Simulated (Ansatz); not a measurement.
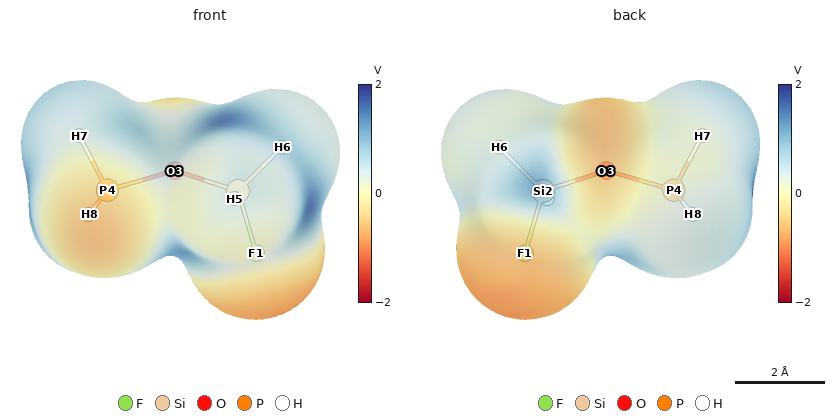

*FH₄OPSi (SMILES F[SiH2]OP). The molecular electrostatic potential painted on the density surface at 0.002 e/bohr³, seen from the front and from behind; the colour scale runs from red (negative) to blue (positive).*

Geometry: PBE0-D4/def2-TZVP.

The calculation used RKS PBE0-D4/def2-TZVPP in Ansatz.

Input

```
crystal:
  periodic: [false, false, false]
  atoms:
    - {symbol: F, position_ang: [-1.393408, 1.404659, -1.085982]}
    - {symbol: Si, position_ang: [-0.399604, 1.208781, 0.143789]}
    - {symbol: O, position_ang: [-0.111171, -0.380413, 0.368611]}
    - {symbol: P, position_ang: [0.944425, -1.379098, -0.418851]}
    - {symbol: H, position_ang: [0.851261, 1.925507, -0.187731]}
    - {symbol: H, position_ang: [-1.074029, 1.702990, 1.358060]}
    - {symbol: H, position_ang: [1.269939, -2.214816, 0.686144]}
    - {symbol: H, position_ang: [0.004787, -2.324811, -0.919841]}
basis:
  gaussian: {orbitals: def2-TZVPP}
hamiltonian: {xc: pbe0, dispersion: d4}
output: {orbitals: {seedname: orbitals}}
```

Command:

```sh
ansatz run in.yaml --threads 2 --pin off --events-out ev --progress --plain --max-ram 4352MiB
```

**Describe the electrostatic potential map.**

The most negative region (about −0.9 V) lies over F1, the most positive (about +1.6 V) over Si2 and P4.
